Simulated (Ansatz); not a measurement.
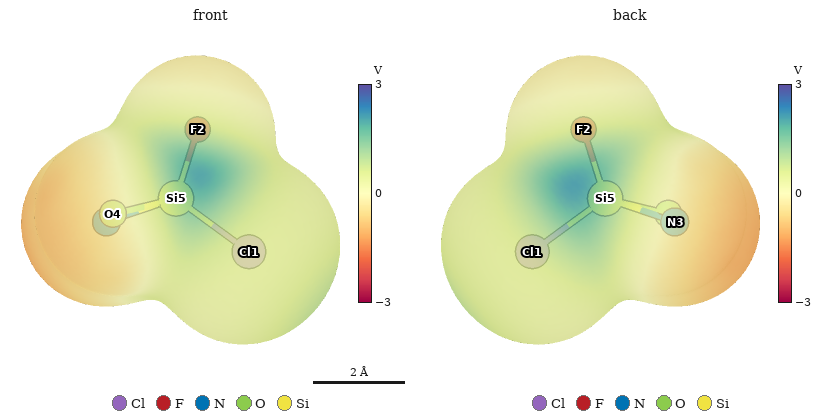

ClFNOSi (doublet). The molecular electrostatic potential painted on the density surface at 0.001 e/bohr³, seen from the front and from behind; red is negative and blue positive.

Geometry: PBE0-D3(BJ)/def2-SVP.

All numbers below come from Ansatz 0.2.0, isolated molecule in a Gaussian basis; Kohn-Sham density functional theory, functional PBE0.

```yaml
atoms:
  - { symbol: Cl, position_ang: [-0.1123, 1.1580, -1.3355] }
  - { symbol: F, position_ang: [-0.7884, -1.1167, 0.4019] }
  - { symbol: N, position_ang: [1.8875, -0.1210, 0.9782] }
  - { symbol: O, position_ang: [0.9085, 0.7193, 1.6394] }
  - { symbol: Si, position_ang: [0.3298, 0.0095, 0.2498] }
```

### Describe the electrostatic potential map.

The most negative region (about −1.1 V) lies over N3, the most positive (about +2.1 V) over Si5. Cl1 shows a σ-hole: about +0.9 V at the tip opposite its bond, against about +0.4 V on its flanks. N3 is the likeliest acceptor of a hydrogen bond.
